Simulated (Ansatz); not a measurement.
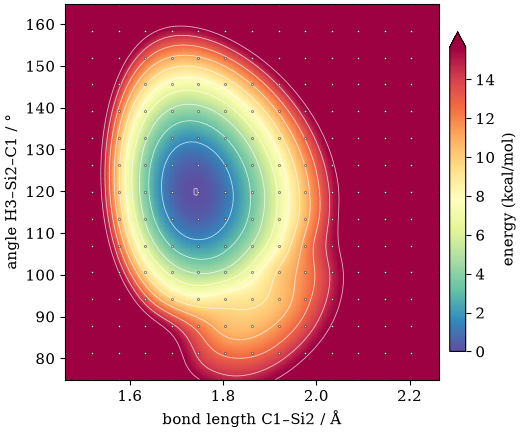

CHSi, SMILES [C]#[SiH], spin multiplicity 2. First axis: bond length C1–Si2. Second axis: angle H3–Si2–C1. Nothing is relaxed (all other coordinates rigid). The scan uses a 15 × 15 grid. Points are written as (first, second). Energies are in kcal/mol, from the lowest grid point. In part of the range the unrestricted reference is strongly spin-contaminated. Computed with UHF/def2-TZVP in Ansatz.

In the figure: a smooth colour map with a few white contour lines, dots at the grid points, one colour for all values above the top of the scale. Between grid points the surface is interpolated.

### Where is the minimum, and how stiff is the well along each coordinate?

The interpolated minimum is at bond length C1–Si2 ≈ 1.740 Å, angle H3–Si2–C1 ≈ 119.9°. The curvatures there are about 24 eV/Å² and 3.4 eV/rad², with a cross term of about 0.96 eV/(Å·rad). Round the minimum the two coordinates are weakly coupled (coupling 0.11 in units of the two stiffnesses). (1 eV is 23.1 kcal/mol.)
